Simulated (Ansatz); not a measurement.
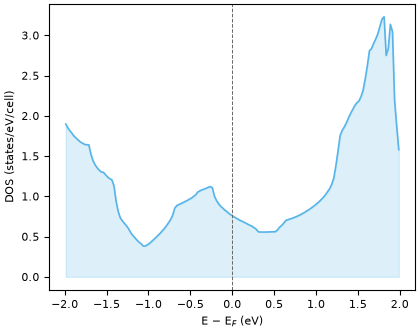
Density of states of MoP (P-6m2) near the Fermi level, PBEsol, rigid bands (Ansatz, a first-principles code).

With 2 atoms a cell, what bare Sommerfeld coefficient γ = (π²/3) k_B² N(E_F) follows?

N(E_F) ≈ 0.76 states/eV a cell at 300 K, so γ ≈ 0.90 mJ/(mol of atoms·K²), before many-body enhancement (phonons, spin fluctuations, correlation).

How far does the Fermi level move in a rigid band for 0.1 electron a cell added or removed?

139 meV and -123 meV.

A metal at this level (no band gap); rigid bands, thermally averaged at 300 K, both spins. Spin-orbit coupling is left out. Geometry: cell and atoms relaxed with PBEsol.

Formula and space group known from diffraction (Crystallography Open Database), not checked to be the room-temperature form: MoP (P-6m2).
